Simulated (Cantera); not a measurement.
Charge: 1 mol Fe, a varied amount of SO₂, 4.1 mol H₂, at 1325 K and 5.20 mbar.

Method: chemical equilibrium by Gibbs-energy minimisation in Cantera with the NASA 1993 tables (ideal gas, pure condensed phases). Candidate condensed phases: Fe, FeO, Fe(OH)₂, Fe(OH)₃, FeS, FeSO₄, FeS₂, Fe₂O₃, Fe₂(SO₄)₃, Fe₃O₄, H₂O, H₂SO₄, S; 22 gas species. Metal and sulfide melt together well below either melting point, which pure phases cannot show. Mutual solubility and eutectic melting of coexisting phases are not modelled. The tables' stoichiometric FeO is somewhat more stable than real wüstite, so its field is too wide. FeO, FeS: taken at fixed stoichiometry. Equilibrium is a limit: real reactors are often held back by kinetics, nucleation or transport.

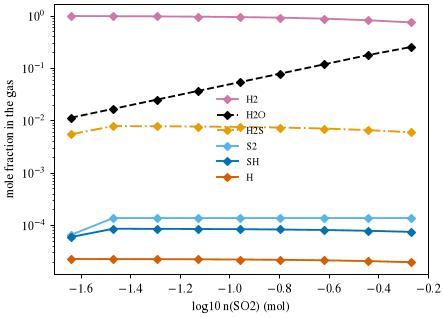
Equilibrium gas composition (values under 1e-9 drawn at 1e-9)

At 0.023 mol SO₂ the condensed part is Fe(γ). From 0.034 mol SO₂ to 0.36 mol SO₂ the condensed part is Fe(γ) + FeS(s). At 0.54 mol SO₂ the condensed part is Fe(γ) + FeO(s) + FeS(s). The main Fe-bearing gas is Fe at 0.023 mol SO₂ and Fe(OH)₂ at 0.54 mol SO₂.
